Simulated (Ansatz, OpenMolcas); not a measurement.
**A ladder of methods for [SiF3]− (SMILES F[Si-](F)F)**

[SiF3]−: 4 atoms, total charge -1, spin state singlet. SMILES: `F[Si-](F)F`. The coordinates come from a GFN2-xTB relaxation.

```jsonl
{"atom": "Si", "x (Å)": "-0.0045", "y (Å)": "0.0058", "z (Å)": "0.6851"}
{"atom": "F", "x (Å)": "1.4283", "y (Å)": "-0.0310", "z (Å)": "-0.2170"}
{"atom": "F", "x (Å)": "-0.6873", "y (Å)": "1.2503", "z (Å)": "-0.2428"}
{"atom": "F", "x (Å)": "-0.7365", "y (Å)": "-1.2251", "z (Å)": "-0.2253"}
```

Each level gives the energy change with the Si1–F4 bond stretched from 1.697 to 2.121 Å (eV). The values are calculated.

| level | kind | program | value (eV) | less FCI/STO-3G | CPU time (all runs) |
| --- | --- | --- | --- | --- | --- |
| revPBE/STO-3G (restricted) | GGA | Ansatz | 0.83 | -0.55 | 0.89 s |
| M06-2X/STO-3G (restricted) | hybrid meta-GGA | OpenMolcas | 1.47 | +0.09 | 9 s |
| r2SCAN0/STO-3G (restricted) | hybrid meta-GGA | Ansatz | 1.32 | -0.06 | 2 s |
| HSE06/STO-3G (restricted) | range-separated hybrid | Ansatz | 1.22 | -0.16 | 1.1 s |
| wB97X/STO-3G (restricted) | range-separated hybrid | Ansatz | 1.32 | -0.06 | 3.7 s |
| MP2/STO-3G (restricted) | perturbation theory | OpenMolcas | 1.56 | +0.18 | 2.9 s |
| BCCD(T)/STO-3G (restricted) | coupled cluster or CI | Ansatz | 1.38 | 0.00 | 0.29 s |
| CCSDTQ/STO-3G (restricted) | coupled cluster or CI | Ansatz | 1.38 | 0.00 | 23 s |
| FCI/STO-3G | exact in the basis | OpenMolcas | 1.38 | 0.00 | 9.8 min |

FCI/STO-3G is exact within its basis and frozen core, so for wave-function methods in that basis the difference is their error; functionals converge differently with the basis, so for them it is only a difference. Where it was recorded, the anion's HOMO is positive in M06-2X/STO-3G, MP2/STO-3G: a fault of the level (basis or self-interaction), which says nothing on whether the real anion is bound. Sets without diffuse functions describe the anion poorly. The first shape isn't each level's own minimum. The values span 0.83 to 1.56 eV. All rows use very small basis sets, so none should be taken for the real molecule's value. Times are those of the runs behind each value, whatever else they computed, on shared processors of several kinds: orders of magnitude only.

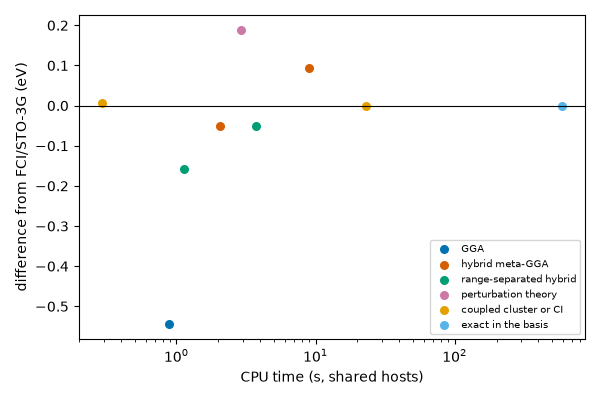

Difference from FCI/STO-3G against processor time, one point a level.
